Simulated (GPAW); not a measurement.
# Polarising 2H-CrOS monolayer with a field along the normal

The dipole of the cell at several fields, atoms fixed. What does the strongest field give, and what length does the slope stand for?

**Method.** GPAW 26.7.0, plane waves (500 eV), PAW setups, PBE, 12×12 mesh, a dipole layer in the vacuum; geometry relaxed without an applied field with GPAW. The cell's area is 6.89 Å², and e/ε0 = 180.95 V Å.

What came out, but for one run:

| field (V/Å) | dipole (e Å) |
| --- | --- |
| −0.2 | −0.1293 |
| −0.1 | −0.1131 |
| −0.05 | −0.1050 |
| 0.05 | −0.0888 |
| 0.1 | −0.0807 |
| 0.2 | −0.0644 |
| 0.3 | ? |

**Question.** What is the dipole at 0.3 V/Å?

**Working.** A line through the 6 points has the slope α = 0.162 e Å per V/Å and the intercept p₀ = −0.0969 e Å (r.m.s. residual 2.7e−05). At 0.3 V/Å it gives p = −0.0969 + 0.162 × 0.3 = −0.0482 e Å; the run gives −0.0481 e Å, so the response stays linear to 0.3 % of the induced part. Dividing by ε0 and the area: α/(ε0 A) = 0.162 × 180.95 / 6.89 = 4.26 Å, against 2.65 Å between the outer nuclei.

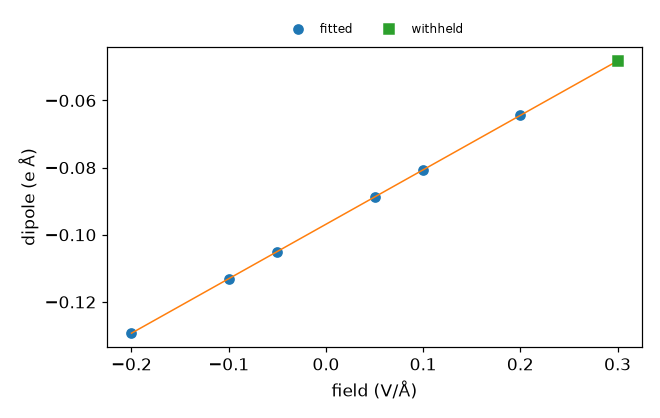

The line and the withheld run.

Caveats: This is the electronic response alone; ions that move would add to it in polar layers. No run was spin-polarised, so magnetic states weren't tested. Layers with unlike faces were relaxed with their cell in a fully periodic cell without the dipole layer, so their atoms felt a small spurious field.
